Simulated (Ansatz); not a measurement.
Consider Sr3AlN3 (P6_3/m).

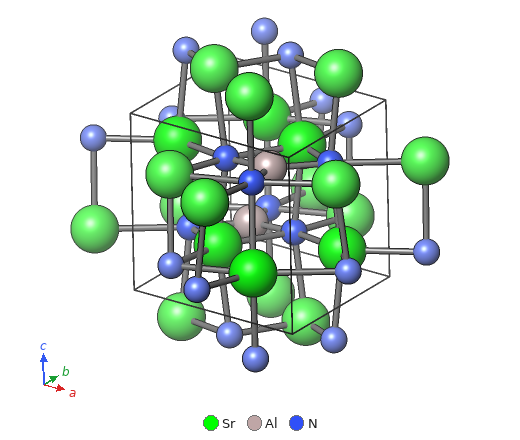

The structure (strontium green, aluminium light grey, nitrogen blue). Some periodic images of atoms are drawn too.

It takes space group P6_3/m (No. 176, hexagonal). Conventional cell: a = 7.661 Å, b = 7.661 Å, c = 5.396 Å, α = 90.00°, β = 90.00°, γ = 120.00°. Sr has 5 N at 2.55 to 2.83 Å nearest. Al has 3 N at 1.86 Å nearest. N has 1 Al at 1.86 Å and 5 Sr at 2.55 to 2.83 Å nearest. Farther neighbours and most contacts between anions are not listed.

```yaml
crystal:
  lattice:
    - [7.66141, 0.00000, 0.00000]
    - [-3.83071, 6.63498, 0.00000]
    - [0.00000, 0.00000, 5.39586]
  atoms:
    - { symbol: Sr, position: [0.92782, 0.64065, 0.25000] }
    - { symbol: Sr, position: [0.71283, 0.07218, 0.25000] }
    - { symbol: Sr, position: [0.35935, 0.28718, 0.25000] }
    - { symbol: Sr, position: [0.07218, 0.35935, 0.75000] }
    - { symbol: Sr, position: [0.28718, 0.92782, 0.75000] }
    - { symbol: Sr, position: [0.64065, 0.71283, 0.75000] }
    - { symbol: Al, position: [0.66667, 0.33333, 0.75000] }
    - { symbol: Al, position: [0.33333, 0.66667, 0.25000] }
    - { symbol: N, position: [0.89393, 0.58950, 0.75000] }
    - { symbol: N, position: [0.69557, 0.10607, 0.75000] }
    - { symbol: N, position: [0.41050, 0.30443, 0.75000] }
    - { symbol: N, position: [0.10607, 0.41050, 0.25000] }
    - { symbol: N, position: [0.30443, 0.89393, 0.25000] }
    - { symbol: N, position: [0.58950, 0.69557, 0.25000] }
```

The cell and positions are those that the Materials Project relaxed with its own functionals (PBE, PBE+U or r2SCAN), kept fixed.

Gaps computed with Ansatz 0.2.0 without a self-energy: LDA 0.45 eV, PBEsol 0.45 eV, PBE 0.50 eV, r2SCAN 0.80 eV and PBE0 1.99 eV.

Q: Estimate the G0W0@PBE gap with 3×3×4 mesh, 1031 empty bands, screening to 140 eV, PAW set soft_1 files.

About 0.93 eV: on its mesh the run moves the gap from 0.50 eV by +0.44 eV. Among the scalar-relativistic levels given, r2SCAN is nearest (−0.13 eV). Bands and cutoff are finite, so the gap is not at the basis limit. The miss can reach some tenths of an eV and take either sign; the mesh is an error of its own. The 3×3×4 mesh is coarse for this cell (its supercell is 22 Å along the shortest edge). The RPA ε∞ on it, from the PBE start, is 4.90 and 8.57; such meshes misread the long-range screening, most where the gap is narrow. The many-body steps are scalar-relativistic: spin-orbit coupling is not in them.

[Paths, hosts, dates, memory and timing lines, banners, echoed tables and standing remarks are left out of the program output.]

[Logs are printed without paths, hosts, clocks, repeated set-up lines and the standing remarks that a program may print on its own settings, such as how far it seeks lower states.]

[Runs of the session that timed out or met a known fault of the program may be left out.]

[Cells called generated may have been cut or substituted from an entry of the Crystallography Open Database or the Materials Project.]

[Hosts, paths, dates, database ids (printed as entryN), source tags and the programs' standing remarks are cut or masked in the printed files.]
